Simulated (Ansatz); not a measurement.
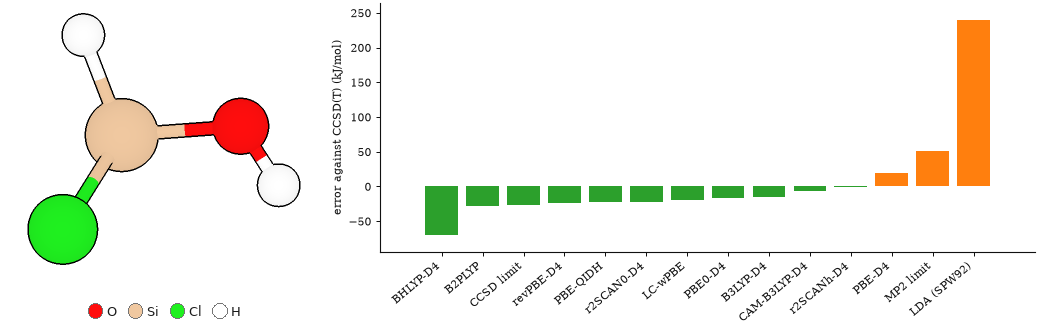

Error in the electronic atomisation energy (method less reference, so positive means overbinding) of SiH₂OCl, SMILES O[SiH]Cl, doublet: functionals in def2-TZVPP against frozen-core CCSD(T) at the limit (MP2 extrapolated from triple and quadruple zeta, plus CCSD(T) less MP2 in a smaller set), which gives 1611.6 kJ/mol, at a PBE0-D4/def2-TZVP geometry (a minimum by its frequencies), no zero-point or spin-orbit term, the Ansatz code 0.2.0. The reference leaves out core correlation, a term that grows with the number of heavy atoms. B2PLYP and PBE-QIDH hold a correlation term that converges slowly with the basis, so part of the distance to the limit is basis error. No dispersion term is added to B2PLYP, PBE-QIDH and LC-wPBE. Limit means the basis limit.

What range do the values span?

Answer. From −69.3 kJ/mol (BHLYP-D4) to 239.4 kJ/mol (LDA (SPW92)).

Give the values.

Answer.
| level | kJ/mol |
| --- | --- |
| BHLYP-D4 | −69.3 |
| B2PLYP | −28.1 |
| CCSD limit | −27.3 |
| revPBE-D4 | −23.5 |
| PBE-QIDH | −22.8 |
| r2SCAN0-D4 | −22.3 |
| LC-wPBE | −18.9 |
| PBE0-D4 | −16.8 |
| B3LYP-D4 | −15.8 |
| CAM-B3LYP-D4 | −6.2 |
| r2SCANh-D4 | −0.4 |
| PBE-D4 | 19.8 |
| MP2 limit | 50.9 |
| LDA (SPW92) | 239.4 |
